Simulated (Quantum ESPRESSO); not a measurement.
# MnB: orders under uniaxial strain, part 2 of 2

Wanted: the trend of the moments of MnB with uniaxial strain.

Quantum ESPRESSO 7.5; LDA; plane waves with GBRV 1.5 LDA potentials, no spin-orbit coupling.

So far, absolute magnetization (μB): step 2 (factor along z 0.94, ferro ++++) 6.41; step 3 (factor along z 0.94, antiferro +--+) 2.24; step 5 (factor along z 1.06, ferro ++++) 8.06.

### Step 6. A faulty input

As a test, an input with a fault in it is run.

File pw.in:

```
&CONTROL
  calculation = 'scf'
  prefix = 'pwscf'
  outdir = './tmp'
  pseudo_dir = './pseudo'
  disk_io = 'nowf'
  tprnfor = .true.
  tstress = .true.
/
&SYSTEM
  ibrav = 0
  nat = 8
  ntyp = 2
  ecutwfc = 40
  ecutrho = 280
  nbnd = 55
  occupations = 'smearing'
  smearing = 'fd'
  degauss = 0.00999582
  nspin = 2
  starting_magnetization(1) = 0.2333
  starting_magnetization(2) = 0
/
&ELECTRONS
  conv_thr = 1.6d-08
  electron_maxstep = 75
  mixing_beta = 0.3
/
ATOMIC_SPECIES
Mn     54.9380 mn_lda_v1.5.uspp.F.UPF
B      10.8100 b_lda_v1.4.uspp.F.UPF
CELL_PARAMETERS bohr
   5.5631820000    0.0000000000    0.0000000000
   0.0000000000    2.9768500000    0.0000000000
   0.0000000000    0.0000000000    4.1472430000
ATOMIC_POSITIONS crystal
Mn      0.1758800000    0.2500000000    0.1208300000
Mn      0.3241200000    0.7500000000    0.6208300000
Mn      0.6758800000    0.2500000000    0.3791700000
Mn      0.8241200000    0.7500000000    0.8791700000
B       0.0341000000    0.2500000000    0.6128000000
B       0.4659000000    0.7500000000    0.1128000000
B       0.5341000000    0.2500000000    0.8872000000
B       0.9659000000    0.7500000000    0.3872000000
K_POINTS automatic
6 10 8 0 0 0
```

Run with:

```
> OMP_NUM_THREADS=1 mpirun -n 4 pw.x -nk 4 -in pw.in > pw.out
```

The log of the run:

```text
[banner, memory and clock lines left out]
Program PWSCF v.7.5 starts

     Message from routine setup:
     using ibrav=0 with symmetry is DISCOURAGED, use correct ibrav instead

     bravais-lattice index     =            0
     lattice parameter (alat)  =       5.5632  a.u.
     unit-cell volume          =      68.6815 (a.u.)^3
     number of atoms/cell      =            8
     number of atomic types    =            2
     number of electrons       =        72.00
     number of Kohn-Sham states=           55
     kinetic-energy cutoff     =      40.0000  Ry
     charge density cutoff     =     280.0000  Ry
     scf convergence threshold =      1.6E-08
     mixing beta               =       0.3000
     number of iterations used =            8  plain     mixing
     Exchange-correlation=  SLA  PZ   NOGX NOGC
                           (   1   1   0   0   0   0   0)

     [... lines left out ...]
     PseudoPot. # 1 for Mn read from file:
     mn_lda_v1.5.uspp.F.UPF
     Pseudo is Ultrasoft + core correction, Zval = 15.0

     PseudoPot. # 2 for B  read from file:
     b_lda_v1.4.uspp.F.UPF
     Pseudo is Ultrasoft + core correction, Zval =  3.0

     atomic species   valence    mass     pseudopotential
     Mn               15.00    54.93800     Mn( 1.00)
     B                 3.00    10.81000     B ( 1.00)

     Starting magnetic structure
     atomic species   magnetization
     Mn              0.233
     B               0.000

      8 Sym. Ops., with inversion, found ( 6 have fractional translation)

   Cartesian axes

     site n.     atom                  positions (alat units)
         1        Mn     tau(   1) = (   0.1758800   0.1337746   0.0900764  )
         2        Mn     tau(   2) = (   0.3241200   0.4013238   0.4628166  )
         3        Mn     tau(   3) = (   0.6758800   0.1337746   0.2826638  )
         4        Mn     tau(   4) = (   0.8241200   0.4013238   0.6554040  )
         5        B      tau(   5) = (   0.0341000   0.1337746   0.4568304  )
         6        B      tau(   6) = (   0.4659000   0.4013238   0.0840902  )
         7        B      tau(   7) = (   0.5341000   0.1337746   0.6613902  )
         8        B      tau(   8) = (   0.9659000   0.4013238   0.2886500  )

     number of k points=   120  Fermi-Dirac smearing, width (Ry)=  0.0100

     Number of k-points >= 100: set verbosity='high' to print them.

     Dense  grid:     5425 G-vectors     FFT dimensions: (  30,  16,  24)

     Smooth grid:     2345 G-vectors     FFT dimensions: (  24,  12,  18)

     Check: negative core charge=   -0.000051
     Generating pointlists ...
     new r_m :   0.1622 (alat units)  0.9023 (a.u.) for type    1
     new r_m :   0.1334 (alat units)  0.7419 (a.u.) for type    2

     Initial potential from superposition of free atoms

     starting charge      69.9988, renormalised to      72.0000
     Starting wfcs are   68 randomized atomic wfcs

     Self-consistent Calculation

     iteration #  1     ecut=    40.00 Ry     beta= 0.30
     Davidson diagonalization with overlap
     ethr =  1.00E-02,  avg # of iterations =  5.6

     total energy              =    -819.71314597 Ry
     estimated scf accuracy    <       2.94474326 Ry

     total magnetization       =     1.91 Bohr mag/cell
     absolute magnetization    =     1.91 Bohr mag/cell

     [... further iterations left out ...]

     iteration # 11     ecut=    40.00 Ry     beta= 0.30
     Davidson diagonalization with overlap
     ethr =  5.42E-11,  avg # of iterations =  1.6

     Magnetic moment per site  (integrated on atomic sphere of radius R)
     atom   1 (R=0.162)  charge=  9.3353  magn=  0.0000
     atom   2 (R=0.162)  charge=  9.3353  magn=  0.0000
     atom   3 (R=0.162)  charge=  9.3353  magn=  0.0000
     atom   4 (R=0.162)  charge=  9.3353  magn=  0.0000
     atom   5 (R=0.133)  charge=  1.1918  magn= -0.0000
     atom   6 (R=0.133)  charge=  1.1918  magn= -0.0000
     atom   7 (R=0.133)  charge=  1.1918  magn= -0.0000
     atom   8 (R=0.133)  charge=  1.1918  magn= -0.0000

     End of self-consistent calculation

     Number of k-points >= 100: set verbosity='high' to print the bands.

     the Fermi energy is   115.5621 ev

!    total energy              =    -819.95391843 Ry
     estimated scf accuracy    <          6.3E-10 Ry
     smearing contrib. (-TS)   =      -0.00442301 Ry
     internal energy E=F+TS    =    -819.94949542 Ry

     The total energy is F=E-TS. E is the sum of the following terms:
     one-electron contribution =     403.54675258 Ry
     hartree contribution      =      71.55300415 Ry
     xc contribution           =    -149.39567936 Ry
     ewald contribution        =   -1145.65357280 Ry

     total magnetization       =    -0.00 Bohr mag/cell
     absolute magnetization    =     0.00 Bohr mag/cell

     convergence has been achieved in  11 iterations

     Forces acting on atoms (cartesian axes, Ry/au):

     atom    1 type  1   force =    -0.29762108    0.00000000   -0.11664640
     atom    2 type  1   force =     0.29762108    0.00000000   -0.11664640
     atom    3 type  1   force =    -0.29762108    0.00000000    0.11664640
     atom    4 type  1   force =     0.29762108    0.00000000    0.11664640
     atom    5 type  2   force =     0.46716326    0.00000000    1.22273328
     atom    6 type  2   force =    -0.46716326    0.00000000    1.22273328
     atom    7 type  2   force =     0.46716326    0.00000000   -1.22273328
     atom    8 type  2   force =    -0.46716326    0.00000000   -1.22273328

     Total force =     2.694812     Total SCF correction =     0.000063

     Computing stress (Cartesian axis) and pressure

          total   stress  (Ry/bohr**3)                   (kbar)     P=   181763.13
   1.19369547   0.00000000   0.00000000       175598.67        0.00        0.00
   0.00000000   1.24226094   0.00000000            0.00   182742.89        0.00
   0.00000000   0.00000000   1.27084561            0.00        0.00   186947.84
```

It took 26 s on 4 MPI ranks of Arm Neoverse V1, shared host; peak memory 0.31 GiB; 1.8 min of CPU time.

The run converged, but its input is faulty, so its numbers are not to be trusted.

The fault in the input: cell vectors in angstrom declared as bohr.

Side by side:

| quantity | this run | same start on sound input | difference |
| --- | --- | --- | --- |
| largest moment (μB) | 0 | 1.6654 | -1.67 |
| magnetization (μB) | 0 | 6.812 | -6.81 |
| absolute magnetization (μB) | 0 | 7.455 | -7.46 |

One result that differs is the largest moment, 0 μB against 1.67 μB.

### Step 7. Trends

The runs not shown differ from these in the moved quantity alone.

States, by row:

| c axis | ferro ++++ | antiferro +--+ | no spin polarisation |
| --- | --- | --- | --- |
| 0.94 | ferromagnetic | antiferromagnetic | non-magnetic |
| 0.97 | ferromagnetic | antiferromagnetic | non-magnetic |
| 1 | ferromagnetic | antiferromagnetic | non-magnetic |
| 1.03 | ferromagnetic | antiferromagnetic | non-magnetic |
| 1.06 | ferromagnetic | antiferromagnetic | non-magnetic |

Table of largest site moment by c axis:

| c axis (factor) | ferro ++++ (μB) | antiferro +--+ (μB) |
| --- | --- | --- |
| 0.9400 | 1.41 | 0.496 |
| 0.9700 | 1.55 | 0.611 |
| 1.0000 | 1.67 | 0.730 |
| 1.0300 | 1.74 | 0.854 |
| 1.0600 | 1.79 | 0.995 |

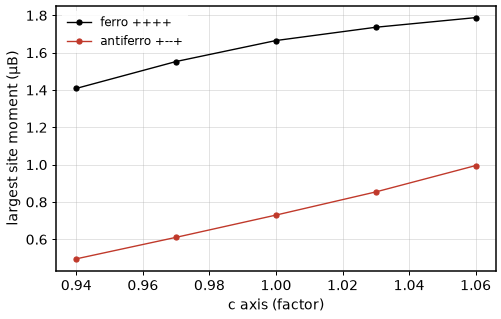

Largest site moment, plotted against c axis.

Energy less that of the parallel start against c axis; values in meV a seeded atom:

| c axis (factor) | antiferro +--+ | no spin polarisation |
| --- | --- | --- |
| 0.9400 | 71.5 | 73.0 |
| 0.9700 | 92.1 | 94.5 |
| 1.0000 | 111 | 115 |
| 1.0300 | 127 | 132 |
| 1.0600 | 139 | 146 |

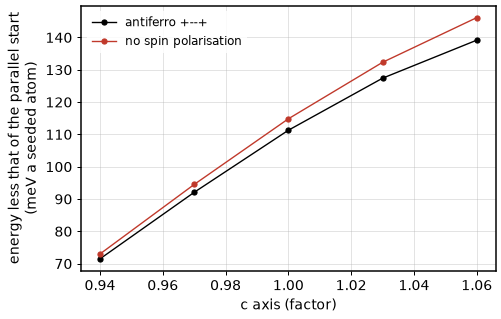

Energy less that of the parallel start against c axis.

Energy over the lowest against c axis; values in meV an atom:

| c axis (factor) | ferro ++++ | antiferro +--+ | no spin polarisation |
| --- | --- | --- | --- |
| 0.9400 | 0.0608 | 35.8 | 36.6 |
| 0.9700 | 0 | 46.0 | 47.3 |
| 1.0000 | 26.0 | 81.7 | 83.5 |
| 1.0300 | 72.9 | 137 | 139 |
| 1.0600 | 136 | 205 | 209 |

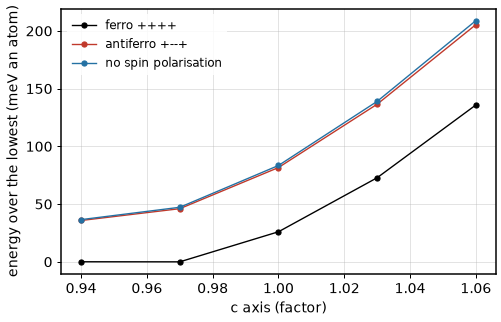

Energy over the lowest against c axis.

### Step 8. What came out

| Property | Result |
| --- | --- |
| moment, parallel start | 1.41 to 1.79 μB |
| states met from these starts | antiferromagnetic and ferromagnetic |

What this shows: The moment of the parallel start goes from 1.41 μB at 0.94 to 1.79 μB at 1.06. The net moment of the cell goes from 5.96 to 7.25 μB. The radius of the spheres follows the nearest distance, so part of the change of the site moments is the spheres'. The largest moment of the start antiferro +--+ lies between 0.496 and 0.995 μB. The start antiferro +--+ lies over the parallel one at every finished point, by 71.5 to 139 meV a seeded atom. Energies are free energies at an electronic temperature of 1580 K, which lowers moments and differences where the moments are itinerant.

[Logs and program files are shortened in this print: banners, set-up blocks, solver, clock and traceback lines can be left out without a mark of their own.]

[Logs are printed without paths, hosts, clocks, repeated set-up lines and the standing remarks that a program may print on its own settings, such as how far it seeks lower states.]

[Hosts, paths, dates, database ids (printed as entryN), source tags and the programs' standing remarks are cut or masked in the printed files.]

[Where a cell is said to come from a database of computed structures, the database is the Materials Project.]
